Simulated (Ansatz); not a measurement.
```json
{"atom": "N", "x (Å)": "-0.2814", "y (Å)": "0.6010", "z (Å)": "-1.0552"}
{"atom": "C", "x (Å)": "0.3149", "y (Å)": "0.3559", "z (Å)": "0.2725"}
{"atom": "Zn", "x (Å)": "0.1324", "y (Å)": "-1.5508", "z (Å)": "0.7569"}
{"atom": "H", "x (Å)": "-1.2848", "y (Å)": "0.4695", "z (Å)": "-1.0360"}
{"atom": "H", "x (Å)": "-0.1223", "y (Å)": "1.5565", "z (Å)": "-1.3588"}
{"atom": "H", "x (Å)": "-0.0531", "y (Å)": "1.0231", "z (Å)": "1.0644"}
{"atom": "H", "x (Å)": "1.3916", "y (Å)": "0.5391", "z (Å)": "0.1976"}
{"atom": "H", "x (Å)": "-0.0052", "y (Å)": "-3.0514", "z (Å)": "1.1029"}
```

Computed with Ansatz 0.2.0, RKS B3LYP-D4/def2-TZVP.

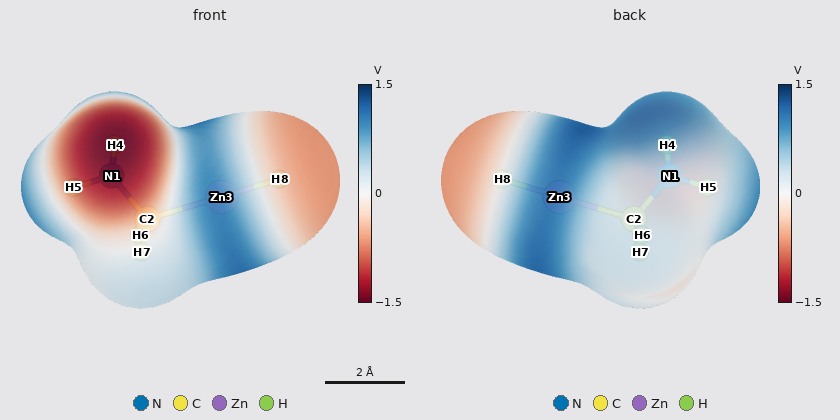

CH5NZn. The electrostatic potential painted on the density surface at 0.001 e/bohr³, seen from the front and from behind; the colour scale runs from red (negative) to blue (positive).

> Describe the electrostatic potential map.

The most negative region (about −1.4 V) lies over N1, the most positive (about +1.2 V) over Zn3. N1 is the likeliest acceptor of a hydrogen bond.
